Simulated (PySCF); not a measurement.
# 1,2,3-triazine (C₃H₃N₃): electronic excitations

Aim: predict the electronic excitations of 1,2,3-triazine (C₃H₃N₃) (`c1cnnnc1`).

Computed with PySCF 2.14.0, with density-fitted response routines of our own, on a single molecule in the gas phase. Atoms count from 0, in the outputs and in this text.

## (1) The starting structure

9 atoms, charge 0, multiplicity 1; geometry from: GFN2-xTB.

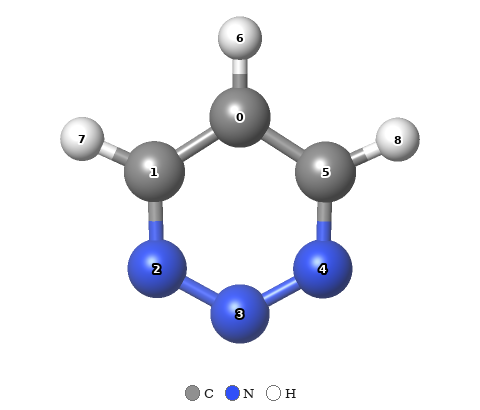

As it starts; carbon grey, nitrogen blue, hydrogen white, atoms numbered.

## (2) Ultraviolet spectrum: PBE0/def2-SVPD

The job: settings as JSON, then the geometry in Å.

```
{"job": {"kind": "uv", "xc": "PBE0", "basis": "def2-SVPD", "nstates": 8, "ntriplets": 3}, "charge": 0, "multiplicity": 1}
C      0.020890     0.875762    -0.032221
C      1.172029     0.100502     0.016962
N      1.104981    -1.223552     0.057623
N     -0.038649    -1.818903     0.054254
N     -1.155064    -1.175060     0.014358
C     -1.163486     0.150530    -0.029505
H      0.044717     1.953286    -0.068932
H      2.166404     0.525600     0.024947
H     -2.138260     0.617829    -0.062665
```

Level: TDDFT PBE0/def2-SVPD, vertical, gas phase, core orbitals frozen in the response.

The run is started by

```sh
OMP_NUM_THREADS=1 python probes_run.py task.json out
```

The driver reads the jobs from task.json and runs them one after another.

Output:

```text
coarse grid: 8304 points
cycle   1  E = -279.7278231891  dE =  1.152e+00  |g| = 3.141e-01  |ddm| = 5.879e+00
cycle   2  E = -279.7366983999  dE = -8.875e-03  |g| = 2.590e-01  |ddm| = 1.393e+00
cycle   3  E = -279.7474733285  dE = -1.077e-02  |g| = 1.118e-01  |ddm| = 6.514e-01
cycle   4  E = -279.7499689329  dE = -2.496e-03  |g| = 1.705e-02  |ddm| = 1.850e-01
cycle   5  E = -279.7500061140  dE = -3.718e-05  |g| = 1.116e-02  |ddm| = 4.768e-02
cycle   6  E = -279.7500340142  dE = -2.790e-05  |g| = 2.541e-03  |ddm| = 2.565e-02
cycle   7  E = -279.7500358004  dE = -1.786e-06  |g| = 4.820e-04  |ddm| = 6.573e-03
final grid: 82720 points
cycle   8  E = -279.7807517636  dE = -2.323e-05  |g| = 4.728e-03  |ddm| = 1.162e-01
cycle   9  E = -279.7807515970  dE =  1.666e-07  |g| = 4.949e-03  |ddm| = 3.723e-02
cycle  10  E = -279.7807575209  dE = -5.924e-06  |g| = 1.267e-03  |ddm| = 1.808e-02
cycle  11  E = -279.7807579292  dE = -4.083e-07  |g| = 2.473e-04  |ddm| = 2.481e-03
cycle  12  E = -279.7807579434  dE = -1.427e-08  |g| = 7.268e-05  |ddm| = 6.540e-04
cycle  13  E = -279.7807579444  dE = -9.591e-10  |g| = 2.321e-05  |ddm| = 1.123e-04
converged SCF energy = -279.7807579444

Static polarisability (au): isotropic 50.857, principal 32.522 59.617 60.433

Singlet excitations
state   eV       nm        f      main configurations
  1   3.4087    363.7   0.00418   H->L 1.00
  2   3.6312    341.4   0.00000   H->L+1 0.99
  3   4.0960    302.7   0.00000   H-1->L 0.99
  4   4.3117    287.6   0.00481   H-1->L+1 1.00
  5   6.1552    201.4   0.00124   H-2->L+1 0.52, H-3->L 0.47
  6   6.6927    185.3   0.00073   H->L+2 0.96
  7   6.8685    180.5   0.02686   H-2->L 0.67, H-3->L+1 0.29
  8   7.2999    169.8   0.00005   H-4->L 0.97

Triplet excitations (Tamm-Dancoff, eV): 2.4586 3.1207 3.7581
```

It took 24 s on 1 thread of Arm Neoverse N1, shared host; peak memory 0.58 GiB.

Frontier orbitals and where they lie:

```
orbital     eV                      atoms
 HOMO−3  -9.85  N4 26 %, N2 26 %, C5 16 %
 HOMO−2  -9.52  C0 32 %, N3 19 %, C1 16 %
 HOMO−1  -7.91   N4 36 %, N2 36 %, C5 7 %
   HOMO  -7.12  N3 47 %, N2 20 %, N4 20 %
   LUMO  -1.97  N3 27 %, C0 24 %, N4 13 %
 LUMO+1  -1.79  C5 22 %, C1 22 %, N2 18 %
 LUMO+2   0.58  C0 26 %, H6 20 %, C1 16 %
```

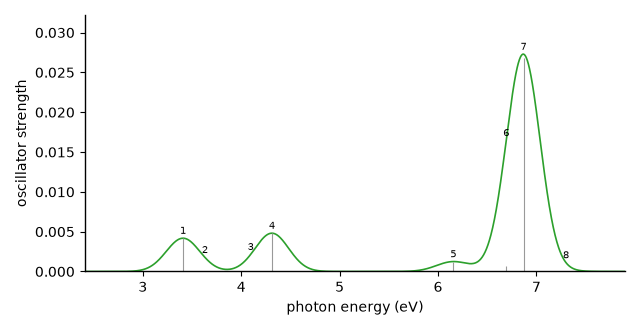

Absorption spectrum from the 8 singlet states computed; above the last one it falls off for lack of states. Lines are broadened to a width of 0.40 eV (Gaussian).

Further results of this job:

```
           property  computed
  dipole moment (D)      5.01
polarisability (Å³)      7.54
 HOMO–LUMO gap (eV)      5.15
      −ε(HOMO) (eV)      7.12
```

## (3) What came out

| quantity | value |
| --- | --- |
| lowest singlet (PBE0/def2-SVPD) | 3.41 eV (364 nm), f = 0.004 |
| brightest single state of those computed | state 7, 6.87 eV, f = 0.027 |
| lowest triplet | 2.46 eV |

What this shows: The lowest singlet, at 3.41 eV, is HOMO→LUMO 1.00 and is weak; of the 8 states computed, the strongest absorption comes from state 7 at 6.87 eV. The lowest triplet lies 0.95 eV below the lowest singlet (triplets in Tamm-Dancoff, singlets in full TDDFT).
